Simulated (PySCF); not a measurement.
# C2F4O (trifluoroacetyl fluoride): levels of theory compared

Aim: a comparison of 4 runs (HF/STO-3G, HF/3-21G, B3LYP/6-31G*, SCS-MP2/cc-pVDZ) of C2F4O (trifluoroacetyl fluoride). 

Program for the calculation: PySCF 2.14.0.

3 further runs of the same task are left out: 3 set aside as unsound or not needed.

## (1) The structure to begin with

C2F4O: 7 atoms, total charge 0, spin state singlet. SMILES: `O=C(F)C(F)(F)F`. Geometry: relaxed at PBE0-D4/def2-TZVP.

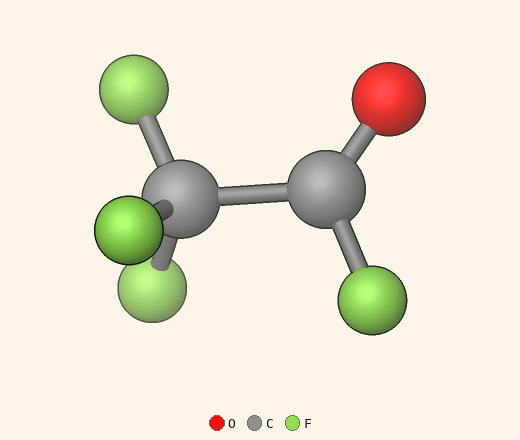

The structure, seen from a chosen angle (oxygen red, carbon grey, fluorine green).

## (2) The energy at HF/STO-3G (run 1)

Input file input.py:

```python
# O=C(F)C(F)(F)F
from pyscf import gto

mol = gto.M(
    atom='''
O      2.005340    -2.638379     1.324963
C      0.168148    -1.508209     0.822314
F     -2.148316    -2.269580     1.398133
C      0.034299     1.042845    -0.579088
F     -1.318802     0.790416    -2.681030
F     -1.066429     2.761986     0.885960
F      2.325780     1.820921    -1.171271
''',
    unit='bohr',
    charge=0,
    max_memory=1860,
    verbose=3,
    basis='sto-3g',
)

hf = mol.RHF()
hf.conv_tol = 1e-10
hf.kernel()
if not hf.converged:
    hf = hf.newton().run(hf.mo_coeff, hf.mo_occ)

energy = hf.e_tot
print(f'total energy: {energy:.8f} hartree')
```

Launch:

```sh
OMP_NUM_THREADS=1 python input.py
```

Log:

```text
converged SCF energy = -540.776833890713
total energy: -540.77683389 hartree
```

Run time: 0.62 s. Hardware: 1 thread of Intel Xeon 6975P-C (Granite Rapids), shared host; peak memory 0.12 GiB.

## (3) The energy at HF/3-21G (run 2)

Input file calc.py:

```python
# O=C(F)C(F)(F)F
from pyscf import gto

mol = gto.M(
    atom='''
O      1.061180    -1.396170     0.701140
C      0.088980    -0.798110     0.435150
F     -1.136840    -1.201010     0.739860
C      0.018150     0.551850    -0.306440
F     -0.697880     0.418270    -1.418740
F     -0.564330     1.461580     0.468830
F      1.230750     0.963590    -0.619810
''',
    verbose=3,
    max_memory=1860,
    basis='3-21g',
)

mf = mol.RHF()
mf.conv_tol = 1e-10
mf.kernel()
if not mf.converged:
    mf = mf.newton().run(mf.mo_coeff, mf.mo_occ)

etot = mf.e_tot
print('E(%s) = %.9f' % ('HF', etot))
```

Launch:

```sh
OMP_NUM_THREADS=1 python calc.py
```

Log:

```text
converged SCF energy = -545.357903492365
E(HF) = -545.357903492
```

It took 0.7 s on 1 thread of Intel Xeon 6975P-C (Granite Rapids), shared host; peak memory 0.13 GiB.

Run 3 isn't shown in full; the table further down has it.

## (4) A single-point energy at SCS-MP2/cc-pVDZ (run 4)

Input file calc.py:

```python
# O=C(F)C(F)(F)F
from pyscf import gto, scf, mp

mol = gto.M(
    atom='''
O        1.061180      -1.396170       0.701140
C        0.088980      -0.798110       0.435150
F       -1.136840      -1.201010       0.739860
C        0.018150       0.551850      -0.306440
F       -0.697880       0.418270      -1.418740
F       -0.564330       1.461580       0.468830
F        1.230750       0.963590      -0.619810
''',
    basis='cc-pvdz',
    max_memory=1860,
    verbose=4,
)

mf = scf.RHF(mol)
mf.conv_tol = 1e-10
mf.kernel()
if not mf.converged:
    mf = mf.newton().run(mf.mo_coeff, mf.mo_occ)

pt = mp.MP2(mf, frozen=7).run()
e_tot = mf.e_tot + 1.2 * pt.e_corr_os + pt.e_corr_ss / 3
print('E(%s) = %.9f' % ('SCS-MP2', e_tot))
```

Launch:

```sh
OMP_NUM_THREADS=1 python calc.py
```

Log:

```text
PySCF version 2.14.0

[INPUT] num. atoms = 7
[INPUT] num. electrons = 56
[INPUT] charge = 0
[INPUT] spin (= nelec alpha-beta = 2S) = 0
[INPUT] symmetry False subgroup None
[INPUT] Mole.unit = angstrom
[INPUT] Symbol           X                Y                Z      unit          X                Y                Z       unit  Magmom
[INPUT]  1 O      1.061180000000  -1.396170000000   0.701140000000 AA    2.005339568866  -2.638378923334   1.324962574978 Bohr   0.0
[INPUT]  2 C      0.088980000000  -0.798110000000   0.435150000000 AA    0.168147830564  -1.508209317277   0.822314323104 Bohr   0.0
[INPUT]  3 F     -1.136840000000  -1.201010000000   0.739860000000 AA   -2.148316247451  -2.269579972864   1.398132770521 Bohr   0.0
[INPUT]  4 C      0.018150000000   0.551850000000  -0.306440000000 AA    0.034298529161   1.042845361841  -0.579087673612 Bohr   0.0
[INPUT]  5 F     -0.697880000000   0.418270000000  -1.418740000000 AA   -1.318802067811   0.790415746122  -2.681030041965 Bohr   0.0
[INPUT]  6 F     -0.564330000000   1.461580000000   0.468830000000 AA   -1.066429143876   2.761985909142   0.885960298980 Bohr   0.0
[INPUT]  7 F      1.230750000000   0.963590000000  -0.619810000000 AA    2.325780427808   1.820921196370  -1.171271149267 Bohr   0.0

nuclear repulsion = 336.982269711542
number of shells = 35
number of NR pGTOs = 182
number of NR cGTOs = 98
basis = cc-pvdz
ecp = {}

******** <class 'pyscf.scf.hf.RHF'> ********
method = RHF
initial guess = minao
damping factor = 0
level_shift factor = 0
DIIS = <class 'pyscf.scf.diis.CDIIS'>
diis_start_cycle = 1
diis_space = 8
diis_damp = 0
SCF conv_tol = 1e-10
SCF conv_tol_grad = None
SCF max_cycles = 50
direct_scf = True
direct_scf_tol = 1e-13
Set gradient conv threshold to 1e-05
Initial guess from minao.
init E= -549.733644405617
  HOMO = -0.374257823844281  LUMO = 0.0392490280801496  gap/eV = 11.25209
cycle= 1 E= -548.054938331038  delta_E= 1.68  |g|= 1.28  |ddm|= 2.63
  HOMO = -0.492174943570022  LUMO = -0.000333265736046862  gap/eV = 13.38369
cycle= 2 E= -548.2280695813  delta_E= -0.173  |g|= 0.954  |ddm|= 1.33
  HOMO = -0.545361558849271  LUMO = 0.0849874845409264  gap/eV = 17.15267
cycle= 3 E= -548.38235249079  delta_E= -0.154  |g|= 0.0955  |ddm|= 0.549
  HOMO = -0.52205644097518  LUMO = 0.108825814004465  gap/eV = 17.16718
cycle= 4 E= -548.384946513969  delta_E= -0.00259  |g|= 0.0441  |ddm|= 0.0904
  HOMO = -0.531727265282953  LUMO = 0.108450365260027  gap/eV = 17.42012
cycle= 5 E= -548.385540292271  delta_E= -0.000594  |g|= 0.013  |ddm|= 0.0456
  HOMO = -0.53322960596399  LUMO = 0.107878244648582  gap/eV = 17.44543
cycle= 6 E= -548.385635459742  delta_E= -9.52e-05  |g|= 0.00613  |ddm|= 0.0179
  HOMO = -0.533982681414125  LUMO = 0.108250716288386  gap/eV = 17.47606
cycle= 7 E= -548.385661434569  delta_E= -2.6e-05  |g|= 0.00175  |ddm|= 0.0121
  HOMO = -0.534308719172816  LUMO = 0.108451770029538  gap/eV = 17.49040
cycle= 8 E= -548.38566331308  delta_E= -1.88e-06  |g|= 0.000607  |ddm|= 0.00319
  HOMO = -0.534407919150043  LUMO = 0.10844772944653  gap/eV = 17.49299
cycle= 9 E= -548.385663490947  delta_E= -1.78e-07  |g|= 0.000176  |ddm|= 0.000971
  HOMO = -0.534436052056788  LUMO = 0.108433123248122  gap/eV = 17.49336
cycle= 10 E= -548.38566350454  delta_E= -1.36e-08  |g|= 3.7e-05  |ddm|= 0.000273
  HOMO = -0.534440522881616  LUMO = 0.10843257319936  gap/eV = 17.49347
cycle= 11 E= -548.385663505204  delta_E= -6.64e-10  |g|= 9.7e-06  |ddm|= 5.71e-05
  HOMO = -0.534443872274339  LUMO = 0.108430762863169  gap/eV = 17.49351
cycle= 12 E= -548.385663505239  delta_E= -3.46e-11  |g|= 3.11e-06  |ddm|= 1.41e-05
  HOMO = -0.534443065610223  LUMO = 0.10843118172631  gap/eV = 17.49350
Extra cycle  E= -548.385663505241  delta_E= -1.71e-12  |g|= 1.78e-06  |ddm|= 3.92e-06
converged SCF energy = -548.385663505241

******** <class 'pyscf.mp.mp2.RMP2'> ********
nocc = 21, nmo = 91
frozen orbitals 7
E(RMP2) = -549.557184603138  E_corr = -1.17152109789708
E(SCS-RMP2) = -549.50928741774  E_corr = -1.12362391249946
E_corr(same-spin) = -0.325617005742728
E_corr(oppo-spin) = -0.845904092154352
E(SCS-MP2) = -549.509287418
```

Wall time 1.9 s (1 thread of Intel Xeon 6975P-C (Granite Rapids), shared host); peak memory 0.27 GiB.

## (5) All runs side by side

| run | level | integration grid | frozen core orbitals | energy (Eh) | dipole moment (D) of the reference | HOMO energy (eV) | LUMO energy (eV) | wall time |
| --- | --- | --- | --- | --- | --- | --- | --- | --- |
| 1 | HF/STO-3G | – | – | -540.776834 | 0.52 | -10.15 | 6.89 | 0.62 s |
| 2 | HF/3-21G | – | – | -545.357903 | 0.54 | -14.46 | 2.63 | 0.7 s |
| 3 | B3LYP/6-31G* (spherical functions) | 5 | – | -550.781221 | 0.83 | -9.31 | -1.58 | 15 s |
| 4 | SCS-MP2/cc-pVDZ | – | 7 | -549.509287 | 0.69 | -14.54 | 2.95 | 1.9 s |

## (6) Outcome

```
                                          quantity          value
                               run 4: total energy  -549.50929 Eh
       run 4: dipole moment (Hartree–Fock density)         0.69 D
        run 4: HOMO energy (Hartree–Fock orbitals)      -14.54 eV
        run 4: LUMO energy (Hartree–Fock orbitals)        2.95 eV
      run 4: HOMO–LUMO gap (Hartree–Fock orbitals)       17.49 eV
run 4: correlation energy (7 core orbitals frozen)    -1123.6 mEh
```

Over runs 1, 2, 3 the dipole moment (its size) runs from 0.52 D (HF/STO-3G) to 0.83 D (B3LYP/6-31G*). The two ends differ in method and basis. Over runs 1, 2, 3 the HOMO–LUMO gap runs from 7.74 eV (B3LYP/6-31G*) to 17.09 eV (HF/3-21G). In run 1 the basis is minimal, so the values are rough. All runs together took 18 s, the longest 15 s.
